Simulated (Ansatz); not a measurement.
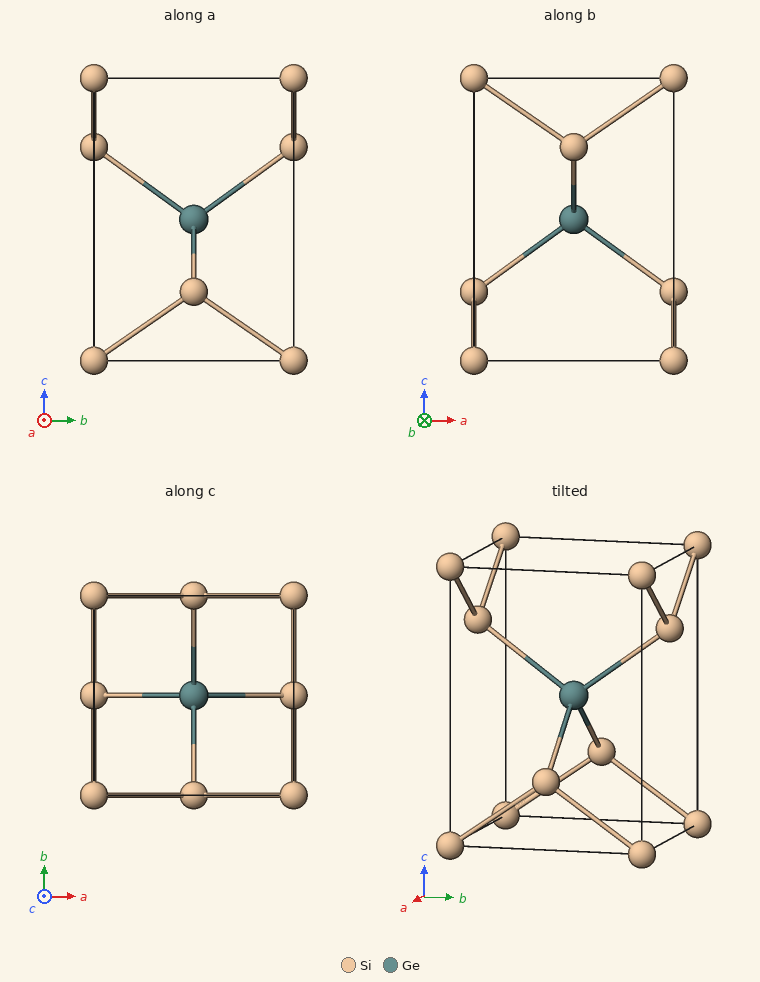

An orthographic ball-and-stick view of the structure, along the a axis, along the b axis, along the c axis and slightly off an axis. Lines trace the edges of the conventional unit cell.

Lattice parameters: a = 4.038 Å, b = 4.038 Å, c = 5.713 Å, α = 90.00°, β = 90.00°, γ = 90.00°.

Question: Express the structure as a table of Wyckoff sites, with free fractional coordinates to two decimals.

Answer: Space group P-4m2 (No. 115).
| atom | site | x | y | z |
| --- | --- | --- | --- | --- |
| Si | 1a | 0.00 | 0.00 | 0.00 |
| Si | 2g | 0.50 | 0.00 | 0.76 |
| Ge | 1c | 0.50 | 0.50 | 0.50 |

The cell started as a structure type filled with these elements by a generator (whether the compound takes this form wasn't checked). It was relaxed at fixed volume with DFT PBE, scalar-relativistic, plane waves, PAW (Ansatz).

At this level of theory the cell isn't at rest (stretched, at -6 GPa), so its distances can differ from those at equilibrium, the more so the softer the solid.
